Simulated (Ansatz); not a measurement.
# Cl3FMoO: up Jacob's ladder to CCSD(T), part 2 of 2

Ansatz 0.2.0, Gaussian basis; functionals in def2-TZVPP, the program's frozen cores in correlated methods. The steps go on from the part before.

## (15) LC-ωPBE (range-separated)

The input, in.yaml:

```yaml
crystal:
  periodic: [false, false, false]
  atoms:
    - {symbol: O, position_ang: [-1.708505, -0.109294, 0.203001]}
    - {symbol: Mo, position_ang: [-0.079822, -0.030182, 0.050239]}
    - {symbol: F, position_ang: [0.571304, -0.526067, 1.707168]}
    - {symbol: Cl, position_ang: [0.577969, -2.105717, -0.593311]}
    - {symbol: Cl, position_ang: [0.185753, 0.636022, -2.102395]}
    - {symbol: Cl, position_ang: [0.495401, 2.071138, 0.689196]}
basis:
  gaussian: {orbitals: def2-TZVPP}
hamiltonian: {xc: {name: LC-wPBE}}
output: {orbitals: {seedname: orbitals}}
```

Launch:

```
ansatz run in.yaml --threads 4 --pin off --events-out ev --progress --plain --max-ram 10444MiB
```

Standard output, cut to the lines that bear on the results:

```text
Functional definition: LC-wPBE
  name "LC-wPBE"
  cite "Vydrov & Scuseria, J. Chem. Phys. 125, 234109 (2006) doi:10.1063/1.2409292"
  cite "Heyd & Scuseria, J. Chem. Phys. 120, 7274 (2004) doi:10.1063/1.1668634"
  cite "Ernzerhof & Perdew, J. Chem. Phys. 109, 3313 (1998) doi:10.1063/1.476928"
  cite "Perdew, Burke & Ernzerhof, Phys. Rev. Lett. 77, 3865 (1996) doi:10.1103/PhysRevLett.77.3865"
  parent pbe
[...]
1488 factors; their error is unknown
343 factors; integrals over basis functions are off by at most 3.6e-5 eV
[...]
mean field -44183.77260085 eV, -1623.7236942446 hartree, gradient 3.7e-5 eV, S^2 0.000000; 0 other end points of the search recorded, 0 dependent functions left out
reference -44183.77260086 eV, -1623.7236942449 hartree; 41, 41 occupied and 203, 203 virtual orbitals, 1488 factors
Total energy: -44183.77260086 eV, -1623.7236942449 hartree
```

Wall time 4.1 s (4 threads of Arm Neoverse V1, shared host); peak memory 0.52 GiB.

HOMO -11.92 eV, LUMO -3.45 eV.

## (16) ωB97X-V (range-separated)

Changes to in.yaml since step 15:

```diff
@@ -11,3 +11,3 @@
   gaussian: {orbitals: def2-TZVPP}
-hamiltonian: {xc: {name: LC-wPBE}}
+hamiltonian: {xc: {name: wB97X-V}}
 output: {orbitals: {seedname: orbitals}}
```

The command is unchanged.

Standard output, cut to the lines that bear on the results:

```text
Functional definition: wB97X-V
  name "wB97X-V"
  cite "Mardirossian & Head-Gordon, Phys. Chem. Chem. Phys. 16, 9904 (2014) doi:10.1039/C3CP54374A"
  cite "Becke, J. Chem. Phys. 107, 8554 (1997) doi:10.1063/1.475007"
  cite "Vydrov & Van Voorhis, J. Chem. Phys. 133, 244103 (2010) doi:10.1063/1.3521275"
[...]
      + integral(e_c_pw_opposite_spin*poly(b97_u_opposite, cos0, cos1)) + vv10(b, c)
1579 factors; their error is unknown
245 factors; integrals over basis functions are off by at most 2.5e-5 eV
[...]
mean field -44188.28175000 eV, -1623.8894024193 hartree, gradient 7.7e-5 eV, S^2 0.000000; 0 other end points of the search recorded, 0 dependent functions left out
reference -44188.28174714 eV, -1623.8894023143 hartree; 41, 41 occupied and 203, 203 virtual orbitals, 1579 factors
Total energy: -44188.28174714 eV, -1623.8894023143 hartree
```

Wall time 13 s (4 threads of Arm Neoverse V1, shared host); peak memory 1.1 GiB.

HOMO -11.55 eV, LUMO -3.47 eV.

## (17) ωB97M-V (range-separated)

Changes to in.yaml since step 16:

```diff
@@ -11,3 +11,3 @@
   gaussian: {orbitals: def2-TZVPP}
-hamiltonian: {xc: {name: wB97X-V}}
-output: {orbitals: {seedname: orbitals}}
+hamiltonian: {xc: {name: wB97M-V}}
+output: {forces: true, orbitals: {seedname: orbitals}}
```

Same command.

Standard output, cut to the lines that bear on the results:

```text
Functional definition: wB97M-V
  name "wB97M-V"
  cite "Mardirossian & Head-Gordon, J. Chem. Phys. 144, 214110 (2016) doi:10.1063/1.4952647"
  cite "Becke, J. Chem. Phys. 107, 8554 (1997) doi:10.1063/1.475007"
  cite "Vydrov & Van Voorhis, J. Chem. Phys. 133, 244103 (2010) doi:10.1063/1.3521275"
  # Of w^i u^j: cxij and so on, Table III.
[...]
  gx(w, u) = 1 - cx + cx01*u + cx10*w
  gss(w, u) = css00 + css04*u^4 + css10*w + css20*w^2 + css43*w^4*u^3
  gos(w, u) = cos00 + cos10*w + (cos20 + cos21*u)*w^2 + (cos60 + cos61*u)*w^6
[...]
      + integral(e_c_pw_mod_opposite_spin*gos(b97_w_opposite, b97_u_opposite)) + vv10(b, c)
1563 factors; their error is unknown
245 factors; integrals over basis functions are off by at most 2.5e-5 eV
[...]
mean field -44191.26635314 eV, -1623.9990845617 hartree, gradient 4.9e-5 eV, S^2 0.000000; 0 other end points of the search recorded, 0 dependent functions left out
[...]
reference -44191.26642598 eV, -1623.9990872385 hartree; 41, 41 occupied and 203, 203 virtual orbitals, 1563 factors
Total energy: -44191.26642598 eV, -1623.9990872385 hartree
Atom 0 at    -1.708505    -0.109294     0.203001 Å, force     0.631187     0.031666    -0.062369 eV/Å
Atom 1 at    -0.079822    -0.030182     0.050239 Å, force    -0.639734    -0.069861     0.186216 eV/Å
Atom 2 at     0.571304    -0.526067     1.707168 Å, force    -0.038758     0.027488    -0.092101 eV/Å
Atom 3 at     0.577969    -2.105717    -0.593311 Å, force     0.023343    -0.039916    -0.021975 eV/Å
Atom 4 at     0.185753     0.636022    -2.102395 Å, force     0.002353     0.004439    -0.014173 eV/Å
Atom 5 at     0.495401     2.071138     0.689196 Å, force     0.021610     0.046185     0.004402 eV/Å
Dipole moment:    -0.012082     0.031641    -0.103817 e Å
```

It took 19 s on 4 threads of Arm Neoverse V1, shared host; peak memory 1.1 GiB.

HOMO -11.39 eV, LUMO -3.44 eV.

## (18) B2PLYP (double hybrid)

Changes to in.yaml since step 17:

```diff
@@ -11,3 +11,2 @@
   gaussian: {orbitals: def2-TZVPP}
-hamiltonian: {xc: {name: wB97M-V}}
-output: {forces: true, orbitals: {seedname: orbitals}}
+hamiltonian: {xc: {name: B2PLYP}}
```

The command is unchanged.

Standard output, cut to the lines that bear on the results:

```text
Functional definition: B2PLYP
  name "B2PLYP"
  cite "Grimme, J. Chem. Phys. 124, 034108 (2006) doi:10.1063/1.2148954"
  cite "Becke, Phys. Rev. A 38, 3098 (1988) doi:10.1103/PhysRevA.38.3098"
  cite "Lee, Yang & Parr, Phys. Rev. B 37, 785 (1988) doi:10.1103/PhysRevB.37.785"
[...]
1555 factors; integrals over basis functions are off by at most 6.9e-4 eV
[...]
mean field -44166.50127570 eV, -1623.0889847520 hartree, gradient 4.4e-6 eV, S^2 0.000000; 0 other end points of the search recorded, 0 dependent functions left out
17 core orbitals not correlated: weight in the atoms' cores, before any rotation towards them, 1.000 or more for the frozen orbitals, at most 0.000 for the correlated occupied ones
reference -44166.50146160 eV, -1623.0889915839 hartree; 24, 24 occupied and 203, 203 virtual orbitals, 1555 factors
second order -57.29406173 eV of doubles, -0.00000000 eV of singles
Total energy: -44181.97085827 eV, -1623.6574814259 hartree
```

It took 9.5 s on 4 threads of Arm Neoverse V1, shared host; peak memory 0.82 GiB.

## (19) PBE-QIDH (double hybrid)

Changes to in.yaml since step 18:

```diff
@@ -11,2 +11,2 @@
   gaussian: {orbitals: def2-TZVPP}
-hamiltonian: {xc: {name: B2PLYP}}
+hamiltonian: {xc: {name: PBE-QIDH}}
```

Same command.

Standard output, cut to the lines that bear on the results:

```text
Functional definition: PBE-QIDH
  name "PBE-QIDH"
  cite "Brémond, Sancho-García, Pérez-Jiménez & Adamo, J. Chem. Phys. 141, 031101 (2014) doi:10.1063/1.4890314"
  cite "Perdew, Burke & Ernzerhof, Phys. Rev. Lett. 77, 3865 (1996) doi:10.1103/PhysRevLett.77.3865"
[...]
1555 factors; integrals over basis functions are off by at most 6.9e-4 eV
[...]
mean field -44153.02678250 eV, -1622.5938062606 hartree, gradient 8.4e-6 eV, S^2 0.000000; 0 other end points of the search recorded, 0 dependent functions left out
17 core orbitals not correlated: weight in the atoms' cores, before any rotation towards them, 1.000 or more for the frozen orbitals, at most 0.000 for the correlated occupied ones
reference -44153.02679927 eV, -1622.5938068766 hartree; 24, 24 occupied and 203, 203 virtual orbitals, 1555 factors
second order -52.62765983 eV of doubles, -0.00000000 eV of singles
Total energy: -44170.56935254 eV, -1623.2384838188 hartree
```

Wall time 9 s (4 threads of Arm Neoverse V1, shared host); peak memory 0.73 GiB.

## (20) Frontier levels by functional

Dipoles come from the runs that computed forces. Levels are read from the orbital files that the runs wrote:

| functional | HOMO (eV) | LUMO (eV) | gap (eV) | dipole (D) | time |
| --- | --- | --- | --- | --- | --- |
| LDA (SPW92) | -8.05 | -6.16 | 1.89 |  | 1.8 s |
| PBE-D4 | -7.87 | -5.94 | 1.93 | 0.51 | 3.7 s |
| revPBE-D4 | -7.80 | -5.86 | 1.94 |  | 3.1 s |
| BLYP-D4 | -7.70 | -5.82 | 1.88 |  | 3.3 s |
| r2SCAN-D4 | -8.24 | -6.07 | 2.17 | 0.52 | 8.5 s |
| B97M-V | -8.32 | -6.06 | 2.26 |  | 13 s |
| PBE0-D4 | -9.24 | -5.44 | 3.79 |  | 5.5 s |
| B3LYP-D4 | -8.96 | -5.60 | 3.36 | 0.63 | 8 s |
| r2SCANh-D4 | -8.73 | -5.85 | 2.88 |  | 9 s |
| r2SCAN0-D4 | -9.48 | -5.50 | 3.98 |  | 9.5 s |
| HSE06-D4 | -8.84 | -5.81 | 3.03 |  | 6 s |
| BHLYP-D4 | -10.46 | -4.71 | 5.76 |  | 6 s |
| CAM-B3LYP-D4 | -10.55 | -4.47 | 6.07 |  | 6 s |
| LC-ωPBE | -11.92 | -3.45 | 8.46 |  | 4.1 s |
| ωB97X-V | -11.55 | -3.47 | 8.08 |  | 13 s |
| ωB97M-V | -11.39 | -3.44 | 7.95 | 0.52 | 19 s |

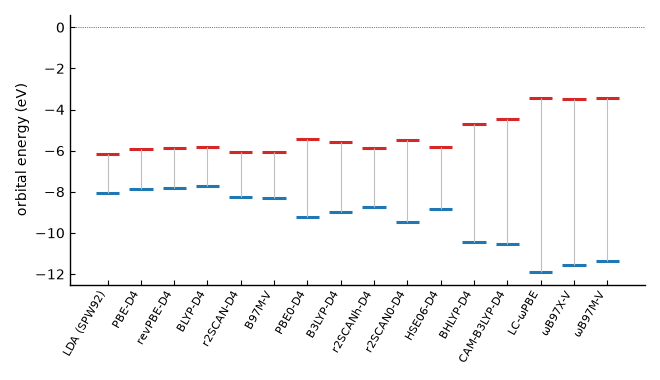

Highest occupied (blue) and lowest empty (red) level by functional.

## (21) CCSD(T) in def2-SVP

Changes to in.yaml since step 19:

```diff
@@ -10,3 +10,3 @@
 basis:
-  gaussian: {orbitals: def2-TZVPP}
-hamiltonian: {xc: {name: PBE-QIDH}}
+  gaussian: {orbitals: def2-SVP}
+correlation: {method: ccsd_t}
```

The command is unchanged.

Standard output, cut to the lines that bear on the results:

```text
Functional definition: HF
  name "HF"
  cite "Fock, Z. Phys. 61, 126 (1930) doi:10.1007/BF01340294"
  parent pbe
[...]
1065 factors; integrals over basis functions are off by at most 9.4e-4 eV
[...]
mean field -44077.64915559 eV, -1619.8237295642 hartree, gradient 2.2e-6 eV, S^2 0.000000; 0 other end points of the search recorded, 0 dependent functions left out
17 core orbitals not correlated: weight in the atoms' cores, before any rotation towards them, 1.000 or more for the frozen orbitals, at most 0.000 for the correlated occupied ones
reference -44077.64915559 eV, -1619.8237295642 hartree; 24, 24 occupied and 72, 72 virtual orbitals, 1065 factors
second order -34.06771511 eV of doubles, -0.00000000 eV of singles
cycle   1  -30.13583619 eV  change     3.9e0 eV  update   3.5e-1
[...]
cycle  15  -32.58335414 eV  change   -1.0e-5 eV  update   1.2e-5
perturbative correction -1.65851598 eV, -0.0609493380 hartree
Total energy: -44111.89102570 eV, -1621.0820950810 hartree
```

Wall time 16 s (4 threads of Arm Neoverse V1, shared host); peak memory 0.61 GiB.

## (22) CCSD(T) in def2-TZVPP

Changes to in.yaml since step 21:

```diff
@@ -10,3 +10,4 @@
 basis:
-  gaussian: {orbitals: def2-SVP}
+  gaussian: {orbitals: def2-TZVPP}
 correlation: {method: ccsd_t}
+output: {orbitals: {seedname: orbitals}}
```

Launched as before.

Standard output, cut to the lines that bear on the results:

```text
Functional definition: HF
  name "HF"
  cite "Fock, Z. Phys. 61, 126 (1930) doi:10.1007/BF01340294"
  parent pbe
[...]
1555 factors; integrals over basis functions are off by at most 6.9e-4 eV
[...]
mean field -44097.75956763 eV, -1620.5627735755 hartree, gradient 2.1e-6 eV, S^2 0.000000; 0 other end points of the search recorded, 0 dependent functions left out
17 core orbitals not correlated: weight in the atoms' cores, before any rotation towards them, 1.000 or more for the frozen orbitals, at most 0.000 for the correlated occupied ones
reference -44097.75956763 eV, -1620.5627735755 hartree; 24, 24 occupied and 203, 203 virtual orbitals, 1555 factors
second order -45.93610332 eV of doubles, -0.00000000 eV of singles
cycle   1  -41.50014494 eV  change     4.4e0 eV  update   3.7e-1
[...]
cycle  15  -44.47048651 eV  change    1.3e-5 eV  update   1.6e-5
perturbative correction -2.69982238 eV, -0.0992166424 hartree
Total energy: -44144.92987653 eV, -1622.2962504541 hartree
```

It took 7.4 min on 4 threads of Arm Neoverse V1, shared host; peak memory 5.5 GiB.

## (23) MP2 in def2-QZVPP

Changes to in.yaml since step 22:

```diff
@@ -10,4 +10,3 @@
 basis:
-  gaussian: {orbitals: def2-TZVPP}
-correlation: {method: ccsd_t}
-output: {orbitals: {seedname: orbitals}}
+  gaussian: {orbitals: "def2-QZVPP.json"}
+correlation: {method: mp2}
```

Same command.

Standard output:

```text
Functional definition: HF
  name "HF"
  cite "Fock, Z. Phys. 61, 126 (1930) doi:10.1007/BF01340294"
  parent pbe
  exchange = exact_x
  correlation = 0
2500 factors; integrals over basis functions are off by at most 8.6e-4 eV
mean field evaluation 1: about -44086.5148 eV, gradient 8.1e1 eV
mean field evaluation 2: about -44086.8662 eV, gradient 8.1e1 eV
mean field evaluation 4: about -44098.9193 eV, gradient 1.2e1 eV
mean field evaluation 8: about -44099.2133 eV, gradient 1.5e0 eV
mean field evaluation 16: about -44099.2265 eV, gradient 1.5e-6 eV
mean field -44099.22651566 eV, -1620.6166829211 hartree, gradient 2.3e-6 eV, S^2 0.000000; 1 other end points of the search recorded, 0 dependent functions left out
17 core orbitals not correlated: weight in the atoms' cores, before any rotation towards them, 1.000 or more for the frozen orbitals, at most 0.000 for the correlated occupied ones
reference -44099.22651566 eV, -1620.6166829211 hartree; 24, 24 occupied and 364, 364 virtual orbitals, 2500 factors
second order -49.96750443 eV of doubles, -0.00000000 eV of singles
Total energy: -44149.19402008 eV, -1622.4529548396 hartree
```

It took 26 s on 4 threads of Arm Neoverse V1, shared host; peak memory 2.1 GiB.

Energy pieces by basis (eV):

| basis | HF | MP2 correlation | CCSD correlation | (T) | total |
| --- | --- | --- | --- | --- | --- |
| def2-SVP | -44077.6492 | -34.0677 | -32.5834 | -1.6585 | -44111.8910 |
| def2-TZVPP | -44097.7596 | -45.9361 | -44.4705 | -2.6998 | -44144.9299 |
| def2-QZVPP | -44099.2265 | -49.9675 |  |  | -44149.1940 (MP2) |

The report of the def2-TZVPP run gives T1 = 0.0241.

## (24) The basis-set limit

This step is arithmetic on the last runs, with X = 3 and 4: exp(−7.88√X) for Hartree-Fock, X^−2.97 for correlation; only MP2 was run in the larger set, so CCSD(T) minus MP2 is added from the smaller one.

| level | energy at the limit (eV) |
| --- | --- |
| HF | -44099.4286 |
| MP2 | -44152.3823 |
| CCSD | -44150.9167 |
| CCSD(T) | -44153.6165 |

## (25) RPA on PBE orbitals

Changes to in.yaml since step 23:

```diff
@@ -10,3 +10,4 @@
 basis:
-  gaussian: {orbitals: "def2-QZVPP.json"}
-correlation: {method: mp2}
+  gaussian: {orbitals: def2-TZVPP}
+hamiltonian: {xc: pbe}
+correlation: {method: rpa}
```

Launched as before.

Standard output, cut to the lines that bear on the results:

```text
Functional definition: PBE
  name "PBE"
  cite "Perdew, Burke & Ernzerhof, Phys. Rev. Lett. 77, 3865 (1996) doi:10.1103/PhysRevLett.77.3865"
  parent pbe
[...]
1555 factors; integrals over basis functions are off by at most 6.9e-4 eV
[...]
mean field -44179.00988873 eV, -1623.5486678024 hartree, gradient 9.9e-6 eV, S^2 0.000000; 2 other end points of the search recorded, 0 dependent functions left out
17 core orbitals not correlated: weight in the atoms' cores, before any rotation towards them, 1.000 or more for the frozen orbitals, at most 0.000 for the correlated occupied ones
reference -44094.66312245 eV, -1620.4489813140 hartree; 24, 24 occupied and 203, 203 virtual orbitals, 1555 factors
Total energy: -44161.49911132 eV, -1622.9051586017 hartree
```

It took 12 s on 4 threads of Arm Neoverse V1, shared host; peak memory 0.65 GiB.

RPA correlation: -66.836 eV.

## (26) Summary of results

The summary covers parts 1 to 2.

```
                               quantity                                 value
 CCSD(T) correlation energy, def2-TZVPP                            -47.170 eV
              gap, smallest and largest  1.88 eV (BLYP-D4), 8.46 eV (LC-ωPBE)
                          T1 diagnostic                                0.0241
triples share of the correlation energy                                 5.7 %
```

**Reading.** In def2-TZVPP MP2 gives 97 % of the CCSD(T) correlation energy. The gap grows from 1.9 to 8.5 eV across the functionals, mostly with the share of exact exchange. The T1 diagnostic, 0.024, is a little above the customary 0.02. Correlated methods include outer-core shells of Mo, which these sets cover unevenly.

The functionals cost 1.8 s to 19 s; CCSD(T) went from 16 s (113 functions) to 7.4 min (244).
